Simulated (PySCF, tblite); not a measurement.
# C20H17OS+: electronic excitations, NMR shifts, part 2 of 2

tblite 0.8.0 and PySCF 2.14.0. Atoms count from 0. The steps go on from the part before.

## 4. NMR shifts: GIAO KT3/pcSseg-1

Job settings and geometry (Å):

```
{"job": {"kind": "nmr", "xc": "KT3", "basis": "pcSseg-1", "pop": false}, "charge": 1, "multiplicity": 1}
C      5.515909    -1.468718     0.240736
C      4.207907    -1.406026     0.969020
O      4.016648    -1.928398     2.038455
C      3.093344    -0.646409     0.301948
C      3.219339     0.021601    -0.911873
C      2.140041     0.703493    -1.451043
C      0.918826     0.726704    -0.799219
C      0.798710     0.052650     0.405973
S     -0.762834    -0.044895     1.316901
C     -1.653529    -1.184735     0.230901
C     -1.870771    -2.457714     0.733306
C     -2.506649    -3.394563    -0.064281
C     -2.913936    -3.054114    -1.344122
C     -2.694701    -1.774095    -1.829251
C     -2.060418    -0.826981    -1.043742
C     -1.538170     1.547234     0.971019
C     -0.761138     2.694168     1.020019
C     -1.368283     3.921925     0.816358
C     -2.733378     3.996309     0.588749
C     -3.501643     2.843091     0.576311
C     -2.909197     1.607611     0.778369
C      1.865355    -0.624679     0.961356
H      5.380574    -1.916991    -0.741372
H      5.922587    -0.467261     0.114289
H      6.218439    -2.067293     0.814142
H      4.156685     0.019512    -1.443595
H      2.246459     1.223016    -2.390312
H      0.090995     1.272648    -1.223023
H     -1.548249    -2.709949     1.731313
H     -2.682250    -4.387458     0.317233
H     -3.405326    -3.785697    -1.965846
H     -3.016725    -1.505851    -2.822959
H     -1.904225     0.171004    -1.421377
H      0.299292     2.633222     1.210892
H     -0.770322     4.818799     0.841274
H     -3.200747     4.955452     0.431546
H     -4.566107     2.899263     0.413750
H     -3.506575     0.709032     0.782331
H      1.778909    -1.144453     1.904399
```

Method: GIAO KT3/pcSseg-1 NMR shielding, non-relativistic, gas phase.

Output:

```text
start: PBE on a coarse grid of 33066 points
cycle   1  E = -1243.6416727645  dE =  3.773e+00  |g| = 1.183e+00  |ddm| = 6.866e+00
cycle   2  E = -1239.3147030649  dE =  4.327e+00  |g| = 3.608e+00  |ddm| = 7.815e+00
cycle   3  E = -1243.6183453130  dE = -4.304e+00  |g| = 1.097e+00  |ddm| = 7.632e+00
cycle   4  E = -1243.9518361611  dE = -3.335e-01  |g| = 2.844e-01  |ddm| = 1.404e+00
cycle   5  E = -1243.9342697893  dE =  1.757e-02  |g| = 3.758e-01  |ddm| = 7.700e-01
cycle   6  E = -1243.9713111548  dE = -3.704e-02  |g| = 1.199e-01  |ddm| = 4.896e-01
cycle   7  E = -1243.9743342819  dE = -3.023e-03  |g| = 3.783e-02  |ddm| = 1.935e-01
cycle   8  E = -1243.9745989094  dE = -2.646e-04  |g| = 2.109e-02  |ddm| = 6.430e-02
cycle   9  E = -1243.9747075586  dE = -1.086e-04  |g| = 5.799e-03  |ddm| = 2.584e-02
final grid: 302423 points
cycle  10  E = -1262.0443838648  dE = -5.166e-02  |g| = 1.906e-01  |ddm| = 1.274e+00
cycle  11  E = -1262.0123317771  dE =  3.205e-02  |g| = 4.246e-01  |ddm| = 7.039e-01
cycle  12  E = -1262.0474590970  dE = -3.513e-02  |g| = 9.251e-02  |ddm| = 6.169e-01
cycle  13  E = -1262.0491042661  dE = -1.645e-03  |g| = 2.252e-02  |ddm| = 1.170e-01
cycle  14  E = -1262.0492331549  dE = -1.289e-04  |g| = 6.636e-03  |ddm| = 3.221e-02
cycle  15  E = -1262.0492452739  dE = -1.212e-05  |g| = 2.915e-03  |ddm| = 1.196e-02
cycle  16  E = -1262.0492465343  dE = -1.260e-06  |g| = 1.139e-03  |ddm| = 5.020e-03
cycle  17  E = -1262.0492469169  dE = -3.826e-07  |g| = 4.354e-04  |ddm| = 1.574e-03
cycle  18  E = -1262.0492497308  dE = -2.814e-06  |g| = 9.929e-05  |ddm| = 6.650e-04
converged SCF energy = -1262.0492497308

GIAO shielding tensors (ppm)
atom      isotropic    diamagn.    paramagn.     s11        s22        s33       span
  0 C      157.980     255.108     -97.128    139.249    148.501    186.189     46.940
  1 C        2.351     240.879    -238.527    -83.924     -3.919     94.897    178.822
  2 O     -276.538     408.529    -685.067   -814.385   -361.582    346.355   1160.740
  3 C       52.878     269.884    -217.006    -27.036     32.408    153.261    180.297
  4 C       56.007     253.372    -197.365    -32.033     27.393    172.660    204.693
  5 C       56.524     256.682    -200.158    -42.093     41.461    170.204    212.297
  6 C       62.764     258.191    -195.428    -25.055     40.050    173.296    198.351
  7 C       52.717     274.281    -221.564    -15.996     57.266    116.881    132.877
  8 S      348.258    1067.425    -719.167    289.142    372.516    383.116     93.974
  9 C       55.562     271.582    -216.020    -16.587     60.542    122.731    139.318
 10 C       58.757     249.388    -190.631    -37.426     51.512    162.183    199.609
 11 C       57.845     253.827    -195.982    -37.477     39.052    171.960    209.437
 12 C       53.884     253.402    -199.518    -46.813     31.716    176.749    223.563
 13 C       56.669     253.154    -196.485    -42.151     40.130    172.027    214.178
 14 C       64.371     255.964    -191.593    -22.871     41.890    174.094    196.965
 15 C       61.640     270.249    -208.609    -15.354     79.395    120.880    136.234
 16 C       61.222     253.800    -192.578    -32.913     43.270    173.309    206.222
 17 C       58.346     252.618    -194.273    -39.489     41.265    173.260    212.749
 18 C       55.118     252.111    -196.993    -44.363     32.516    177.202    221.566
 19 C       58.202     252.096    -193.894    -39.554     40.977    173.181    212.735
 20 C       61.000     250.485    -189.485    -33.054     42.072    173.981    207.035
 21 C       58.969     258.691    -199.722    -31.529     38.294    170.140    201.668
 22 H       28.940      30.341      -1.401     25.121     29.264     32.435      7.314
 23 H       28.864      28.204       0.660     24.804     29.035     32.753      7.949
 24 H       29.041      21.460       7.581     25.166     27.440     34.517      9.351
 25 H       23.598      36.216     -12.617     19.425     23.600     27.770      8.345
 26 H       23.884      33.473      -9.588     19.927     23.829     27.897      7.970
 27 H       24.299      39.452     -15.152     20.460     21.655     30.784     10.324
 28 H       23.841      34.913     -11.072     19.756     22.562     29.206      9.450
 29 H       23.884      28.834      -4.951     20.187     24.559     26.906      6.719
 30 H       23.779      28.013      -4.234     20.384     24.988     25.966      5.582
 31 H       23.936      31.843      -7.908     20.190     23.580     28.038      7.848
 32 H       24.334      38.432     -14.098     20.787     21.475     30.741      9.953
 33 H       24.445      35.847     -11.403     20.081     22.205     31.048     10.966
 34 H       23.855      29.942      -6.087     20.242     23.961     27.361      7.119
 35 H       23.711      26.553      -2.842     20.470     24.956     25.707      5.237
 36 H       23.843      27.822      -3.979     20.206     23.969     27.355      7.149
 37 H       24.418      33.810      -9.391     19.868     22.209     31.178     11.310
 38 H       23.017      38.240     -15.223     17.777     21.727     29.546     11.769
```

Run time: 95 s. Hardware: 1 thread of Arm Neoverse N1, shared host; peak memory 0.67 GiB.

Shifts follow as δ = σ(reference) − σ, with reference shieldings (ppm) from runs at the same level and on the same kind of geometry: 1H TMS 31.76, 13C TMS 184.7, 17O H2O 330.8. The references are single molecules in the gas phase, so shifts against H2O, NH3, PH3, H3PO4 or CFCl3 are not on the usual liquid scales and can be off by tens of ppm. Atoms listed in one row are averaged.

```csv
atoms,environment,σ (ppm),δ (ppm)
C1,ketone carbonyl carbon,2.4,182.4
C7,aromatic carbon bearing sulfur,52.7,132.0
C3,substituted aromatic carbon,52.9,131.8
"C12, C18",aromatic CH,54.5,130.2
C4,aromatic CH,56.0,128.7
C5,aromatic CH,56.5,128.2
"C11, C13, C17, C19",aromatic CH,57.8,127.0
"C9, C15",aromatic carbon bearing sulfur,58.6,126.1
C21,aromatic CH,59.0,125.8
"C10, C14, C16, C20",aromatic CH,61.3,123.4
C6,aromatic CH,62.8,122.0
C0,methyl carbon α to a carbonyl,158.0,26.7
H38,hydrogen on an aromatic CH,23.02,8.74
H25,hydrogen on an aromatic CH,23.60,8.16
"H30, H35",hydrogen on an aromatic CH,23.75,8.01
"H29, H31, H34, H36",hydrogen on an aromatic CH,23.88,7.88
H26,hydrogen on an aromatic CH,23.88,7.88
"H28, H32, H33, H37",hydrogen on an aromatic CH,24.26,7.50
H27,hydrogen on an aromatic CH,24.30,7.46
"H22, H23, H24",hydrogen on a methyl carbon α to a carbonyl,28.95,2.81
O2,ketone oxygen,-276.5,607.3
S8,sulfur bonded to 3 C,348,–
```

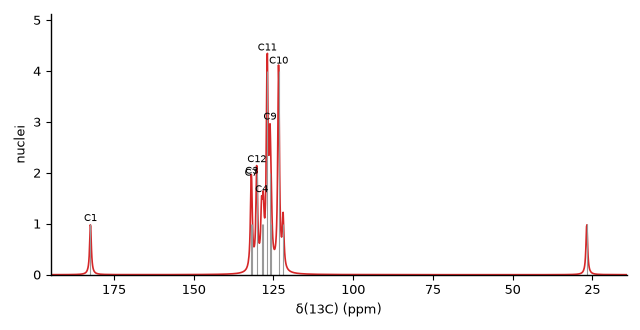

13C lines at the computed shifts, without couplings. Lines are broadened to a width of 0.62 ppm (Lorentzian).

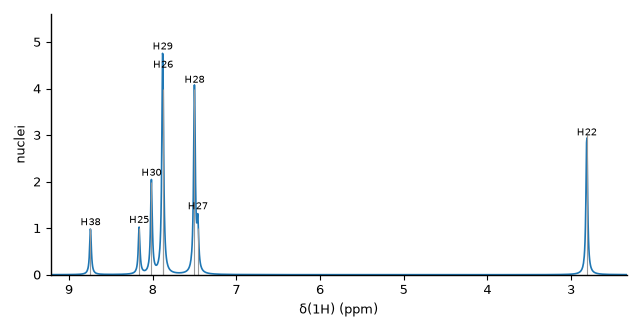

1H lines at the computed shifts, without couplings. Lines are broadened to a width of 0.02 ppm (Lorentzian).

Ring of atoms C3, C4, C5, C6, C7, C21: NICS(0) -8.7, NICS(1) -10.6, NICS(1)zz -24.9 ppm (means of both faces).

Ring of atoms C9, C10, C11, C12, C13, C14: NICS(0) -8.8, NICS(1) -10.7, NICS(1)zz -26.5 ppm (means of both faces).

## 5. Summary of results

The summary covers parts 1 to 2.

```
                                                              quantity                                                                                  value
                                        lowest singlet (PBE0/def2-SVP)                                                            3.57 eV (347 nm), f = 0.000
                              brightest single state of those computed                                                            state 5, 5.01 eV, f = 0.030
                                                        lowest triplet                                                                                3.08 eV
13C shifts against TMS (KT3/pcSseg-1, means over atoms taken as alike)  182.4, 132.0, 131.8, 130.2, 128.7, 128.2, 127.0, 126.1, 125.8, 123.4, 122.0, 26.7 ppm
 1H shifts against TMS (KT3/pcSseg-1, means over atoms taken as alike)                                     8.74, 8.16, 8.01, 7.88, 7.88, 7.50, 7.46, 2.81 ppm
                                 17O shifts against H2O (KT3/pcSseg-1)                                                                              607.3 ppm
                                        shieldings of S (KT3/pcSseg-1)                                                                           S8 348.3 ppm
```

In words: The first singlet state (HOMO→LUMO 0.64, HOMO→LUMO+1 0.23) lies at 3.57 eV and is dark; of the 6 states computed, the strongest absorption comes from states 3 to 5 together at 5.01 eV. The lowest triplet lies 0.49 eV below the lowest singlet. By nearest atom (PBE0/def2-SVP), the HOMO sits on O2 66 %; C0, C3 about 9 % each and the LUMO on C4, C6 about 13 % each; C3, C7 about 8 % each. At KT3/pcSseg-1: Shielding is most anisotropic at O2 (span 1161 ppm, paramagnetic term -685 ppm). NICS(1)zz of -25 ppm above the planar ring from C3 marks a diatropic (aromatic) ring current. NICS(1)zz of -27 ppm above the planar ring from C9 marks a diatropic (aromatic) ring current.
